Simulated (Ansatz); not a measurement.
Consider this structure, C.

```cif
data_structure
_symmetry_space_group_name_H-M 'P6_3/mmc'
_symmetry_Int_Tables_number 194
_cell_length_a 2.4562
_cell_length_b 2.4562
_cell_length_c 7.1856
_cell_angle_alpha 90.000
_cell_angle_beta 90.000
_cell_angle_gamma 120.000
_cell_volume 37.54
loop_
_atom_site_label
_atom_site_type_symbol
_atom_site_symmetry_multiplicity
_atom_site_Wyckoff_symbol
_atom_site_fract_x
_atom_site_fract_y
_atom_site_fract_z
_atom_site_occupancy
C1 C 2 b 0.00000 0.00000 0.25000 1
C2 C 2 c 0.33333 0.66667 0.25000 1
```

Basis of the simulation: coordinates from a relaxation at fixed volume with DFT r2SCAN, scalar-relativistic, plane waves, PAW in Ansatz.

### Predict the first 3 clear peaks of the neutron G(r) with σ = 0.12 Å, and name the atom pairs.

1. 1.41 Å: C–C at 1.42 Å
2. 2.46 Å: C–C at 2.46 Å
3. 2.83 Å: C–C at 2.84 Å

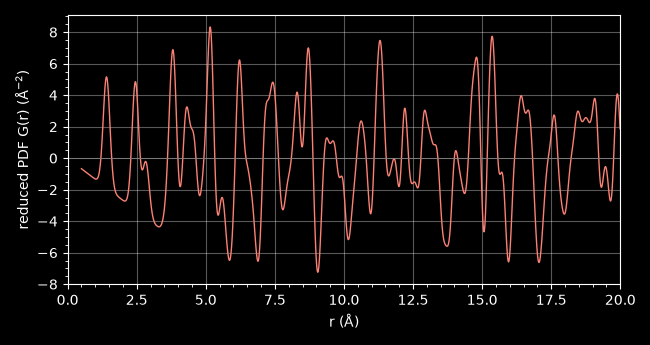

The curve is a calculated neutron PDF: distances of the static structure, each pair weighted by the product of the tabulated coherent neutron scattering lengths (natural isotope mix where the element has one), broadened by Gaussians with σ = 0.12 Å. There is no Q-range truncation.
